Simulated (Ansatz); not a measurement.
## Alloy series in MgS

The reference is MgS in the rock salt structure (space group Fm-3m, No. 225; a = 5.1820 Å).

The other end (x = 1) is MgO in the rock salt structure (space group Fm-3m, No. 225): 9.36 Å³/atom, gap 4.62 eV.

O replaces a fraction x of S; each row is one arrangement (x, atoms in the cell, starting space group or random), fully relaxed.

The values are results of Ansatz (a first-principles code), PBEsol, PAW, cutoff 420 eV, no SOC, not measurements.

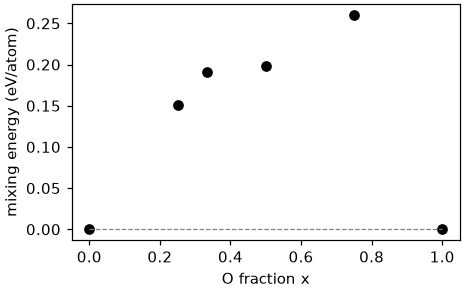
Fig. 1. Mixing energy against O fraction x; the dashed line joins the ends

### Question
From the plot, what is the mixing energy for x(O) = 0.5, 8 atoms, Pmmn?

### Answer
About 0.20 eV/atom.

Each cell is one ordered arrangement of few atoms, which overstates ordering effects compared with a random alloy. Whether these cells are dynamically stable was not tested.
